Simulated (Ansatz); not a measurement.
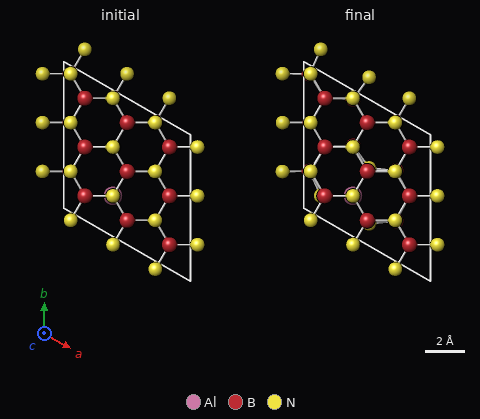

The structure of a defect cell of composition AlB$_{17}$N$_{18}$ before (left) and after (right) a relaxation, at one scale.

A ball-and-stick model of the cell of the calculation (origin shifted), seen along the c axis.

The calculation used DFT, PBE, plane-wave PAW, default files, scalar-relativistic, frozen cores in Ansatz 0.2.0.

The input:
```yaml
crystal:
  lattice:
    - [7.62, 0.0, 0.0]
    - [-3.81, 6.5991135768, 0.0]
    - [0.0, 0.0, 6.598]
  atoms:
    - { symbol: Al, position: [0.1111111111, 0.2222222222, 0.25] }
    - { symbol: B, position: [0.1111111111, 0.5555555556, 0.25] }
    - { symbol: B, position: [0.1111111111, 0.8888888889, 0.25] }
    - { symbol: B, position: [0.4444444444, 0.2222222222, 0.25] }
    - { symbol: B, position: [0.4444444444, 0.5555555556, 0.25] }
    - { symbol: B, position: [0.4444444444, 0.8888888889, 0.25] }
    - { symbol: B, position: [0.7777777778, 0.2222222222, 0.25] }
    - { symbol: B, position: [0.7777777778, 0.5555555556, 0.25] }
    - { symbol: B, position: [0.7777777778, 0.8888888889, 0.25] }
    - { symbol: B, position: [0.2222222222, 0.1111111111, 0.75] }
    - { symbol: B, position: [0.2222222222, 0.4444444444, 0.75] }
    - { symbol: B, position: [0.2222222222, 0.7777777778, 0.75] }
    - { symbol: B, position: [0.5555555556, 0.1111111111, 0.75] }
    - { symbol: B, position: [0.5555555556, 0.4444444444, 0.75] }
    - { symbol: B, position: [0.5555555556, 0.7777777778, 0.75] }
    - { symbol: B, position: [0.8888888889, 0.1111111111, 0.75] }
    - { symbol: B, position: [0.8888888889, 0.4444444444, 0.75] }
    - { symbol: B, position: [0.8888888889, 0.7777777778, 0.75] }
    - { symbol: "N", position: [0.1111111111, 0.2222222222, 0.75] }
    - { symbol: "N", position: [0.1111111111, 0.5555555556, 0.75] }
    - { symbol: "N", position: [0.1111111111, 0.8888888889, 0.75] }
    - { symbol: "N", position: [0.4444444444, 0.2222222222, 0.75] }
    - { symbol: "N", position: [0.4444444444, 0.5555555556, 0.75] }
    - { symbol: "N", position: [0.4444444444, 0.8888888889, 0.75] }
    - { symbol: "N", position: [0.7777777778, 0.2222222222, 0.75] }
    - { symbol: "N", position: [0.7777777778, 0.5555555556, 0.75] }
    - { symbol: "N", position: [0.7777777778, 0.8888888889, 0.75] }
    - { symbol: "N", position: [0.2222222222, 0.1111111111, 0.25] }
    - { symbol: "N", position: [0.2222222222, 0.4444444444, 0.25] }
    - { symbol: "N", position: [0.2222222222, 0.7777777778, 0.25] }
    - { symbol: "N", position: [0.5555555556, 0.1111111111, 0.25] }
    - { symbol: "N", position: [0.5555555556, 0.4444444444, 0.25] }
    - { symbol: "N", position: [0.5555555556, 0.7777777778, 0.25] }
    - { symbol: "N", position: [0.8888888889, 0.1111111111, 0.25] }
    - { symbol: "N", position: [0.8888888889, 0.4444444444, 0.25] }
    - { symbol: "N", position: [0.8888888889, 0.7777777778, 0.25] }
kpoints:
  mp_grid: { grid: [4, 4, 4] }
scf:
  occupations: { method: fermi_dirac, width: 0.01 }
hamiltonian:
  xc: pbe
  pseudopotentials: { kind: paw, frozen_core: stored }
output:
  forces: true
  stress: true
  populations: true
  efg: { quadrupole_moments_barn: { Al: 0.1466, B: 0.04059, "N": 0.02044 } }
  write_density: true
  write_potential: true
  elf: true
  volumetric_format: npy
relax:
  f_tol: 0.02
  max_steps: 50
```

Command:
```bash
ansatz run input.yaml --threads 4 --pin off --max-ram 8192MiB --backend cpu --events-out ev --progress --plain --runs-dir out
```

Q: Describe what moved and what it gained.

A: The largest moves, 0.21 Å, are those of N28, N29 and N34. N29 goes along [1 2 0]. By element the largest moves are N 0.21 Å, B 0.05 Å. Al stays in place. The cell doesn't change. Among the contacts that change: Al1–N28 1.466 → 1.677 Å, B2–N29 1.466 → 1.409 Å, B2–N30 1.466 → 1.419 Å, B2–N35 1.466 → 1.478 Å. Among the angles between lasting bonds that change: B3–N28–B4 120.0° → 132.0°, N29–B2–N30 120.0° → 113.1°, Al1–N28–B3 120.0° → 114.0°. The energy falls by 4.866 eV per cell of the calculation in 4 accepted moves (5 points after the start). The largest force component goes from 17 to 0.0058 eV/Å. 1 step only repeated the SCF at the same geometry. The run took 50 s on 4 threads of Intel(R) Xeon(R) Platinum 8259CL CPU @ 2.50GHz (Skylake/Cascade Lake), with other jobs on the host, peak memory 1.3 GiB.

Limits of the set-up: the periodic images lie only 6.6 Å apart, so the values are limited by the cell's size.
